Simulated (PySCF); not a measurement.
SMILES c1ccc(cc1)[SiH2][SiH2]C, GFN2-xTB optimised geometry. Atoms within 1.6 Å of the plane z = 1.0 Å (x, y, z in Å): Si3 (-1.47, -1.98, -0.10), C4 (-0.49, -0.36, 0.00), C5 (-1.14, 0.87, 0.00), C6 (-0.43, 2.05, -0.01), C7 (0.95, 2.03, 0.00), C8 (1.62, 0.82, 0.00), C9 (0.90, -0.36, 0.00), H15 (-2.70, -1.78, 0.68), H16 (-0.69, -3.00, 0.62), H17 (-2.22, 0.89, 0.00), H18 (-0.96, 3.00, -0.01), H19 (1.51, 2.96, -0.01), H20 (2.70, 0.80, 0.00), H21 (1.43, -1.31, 0.00).

Method: CAM-B3LYP/def2-SVP run with PySCF.

Map of the deformation density (molecule minus spherical neutral atoms) (e/bohr³) on the plane z = 1.0 Å:

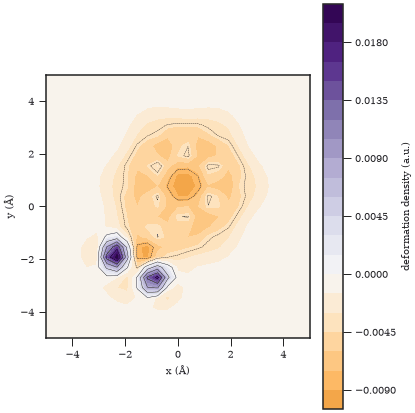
Figure. Deformation density (molecule minus spherical neutral atoms) (e/bohr³) on the plane z = 1.0 Å.
